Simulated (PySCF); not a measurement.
# C3H6O2Si (SMILES C[C@H]1OC(=O)[SiH2]1): what the fields show

The calculation's input:

```
{"job": {"kind": "nmr", "xc": "PBE0", "basis": "pcSseg-1"}, "charge": 0, "multiplicity": 1}
C     -1.589795    -0.165076    -0.379814
C     -0.397105     0.030490     0.540584
O      0.342136    -1.212008     0.689103
C      1.570164    -0.913647     0.222922
O      2.489191    -1.676767     0.155357
Si     1.166955     0.948485    -0.153394
H     -2.129556     0.773225    -0.480003
H     -2.262538    -0.919404     0.023821
H     -1.261563    -0.490499    -1.364697
H     -0.747185     0.324061     1.535230
H      1.069208     1.355323    -1.549633
H      1.751286     1.945133     0.734498
```

Launched as:

```sh
OMP_NUM_THREADS=1 python probes_run.py task.json out
```

Geometry: GFN2-xTB.

Computed with PBE0/pcSseg-1, SCF density, gas phase, non-relativistic (PySCF).

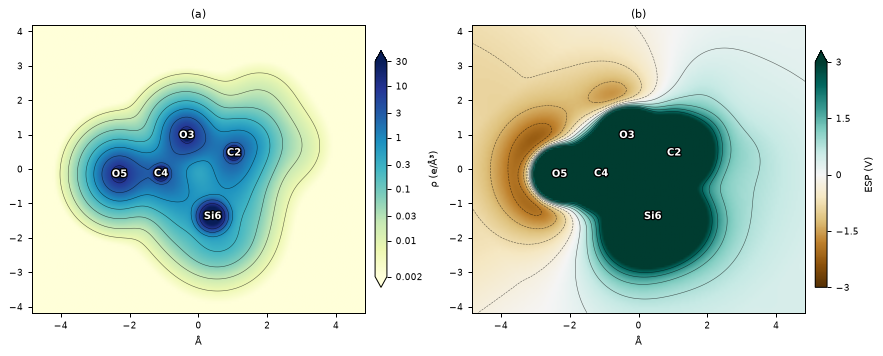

Figure 1. (a) total electron density; (b) molecular electrostatic potential on the plane of atoms C2, Si6 and C4.

> Read the bonding off the picture.

The section cuts through C, O and Si sites.
C–O (1.20 Å): ρ at the midpoint is about 3.4 e/Å³.
C–Si (1.94 Å): ρ is about 0.88 e/Å³ halfway.
C–O (1.35 Å): ρ is about 2.4 e/Å³ halfway, with its minimum of 2.1 e/Å³ about 0.5 Å from C.
Outside the dense part of the molecule the potential is most negative (−2.2 V) near O5.

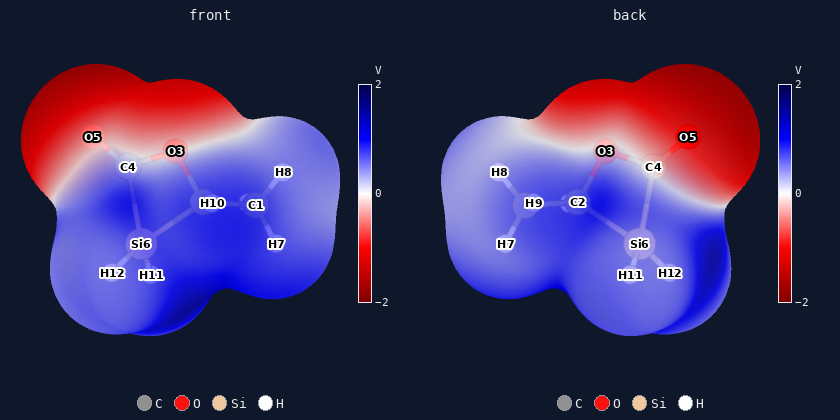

Figure 2. The electrostatic potential painted on the density surface at 0.001 e/bohr³, seen from the front and from behind; the colour scale runs from red (negative) to blue (positive).

> Describe the electrostatic potential map.

The most negative region (about −1.7 V, or −39 kcal/mol for a unit charge) lies over O5, the most positive (about +1.5 V, or +35 kcal/mol for a unit charge) over Si6. O5 is the likeliest acceptor of a hydrogen bond.

> How polar is the molecule by this calculation?

Its dipole moment is 4.62 D.
